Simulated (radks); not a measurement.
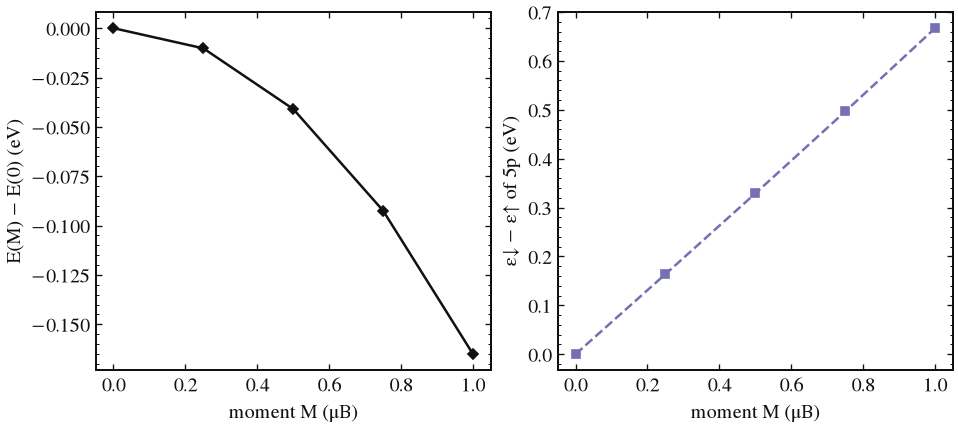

For Sn⁺ in [Kr] 4d10 5s2 5p1, the spin moment of the 5p shell is fixed at a series of values. Level of theory: scalar-relativistic Kohn-Sham, LDA (Slater exchange, Perdew-Wang correlation), spin-polarised, spherical densities, finite nucleus. Computed with the in-house radial solver radks. The plot shows the energy and the exchange splitting.

> Describe both curves.

The energy falls with the moment, to −0.165 eV at M = 1 μB, the largest moment run; with one electron or hole in the shell the exact energy would hardly depend on M, so most of the fall is the functional's fractional-spin error. A fit E = −I M²/4 gives an exchange integral I of about 0.66 eV, and the exchange splitting grows nearly in proportion to M, to 0.667 eV (0.67 eV per μB).
